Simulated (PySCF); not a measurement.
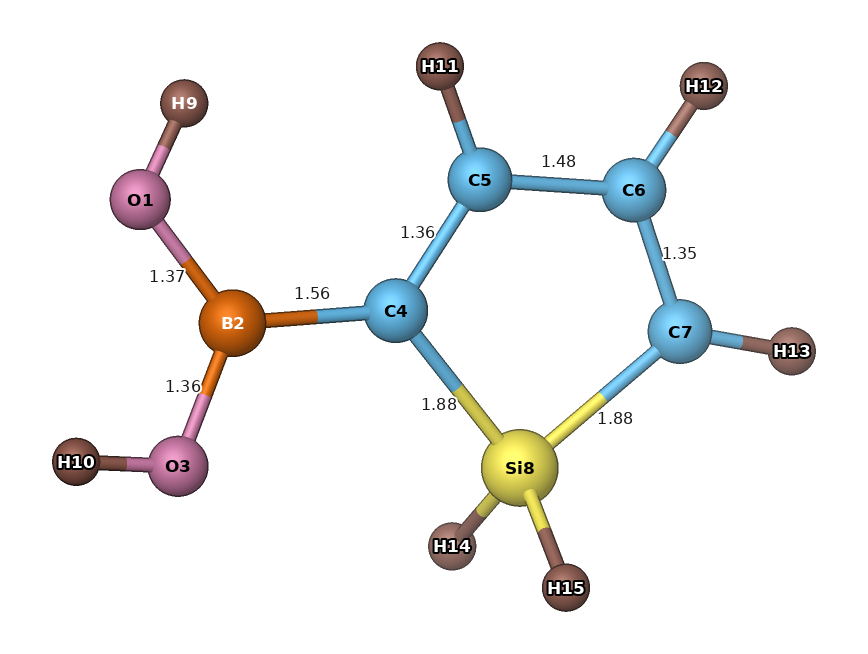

Bond lengths are marked in Å; every bond is drawn as one stick. The geometry was computed by an optimisation with PBE0-D3(BJ)/def2-SVP. No frequency run is at hand to confirm it as a minimum.

### Which of the marked bonds are single, double, triple or aromatic?

O1–B2 single; B2–O3 single; B2–C4 single; C4–C5 double; C4–Si8 single; C5–C6 single; C6–C7 double; C7–Si8 single.

### Write the SMILES.

OB(O)C1=CC=C[SiH2]1
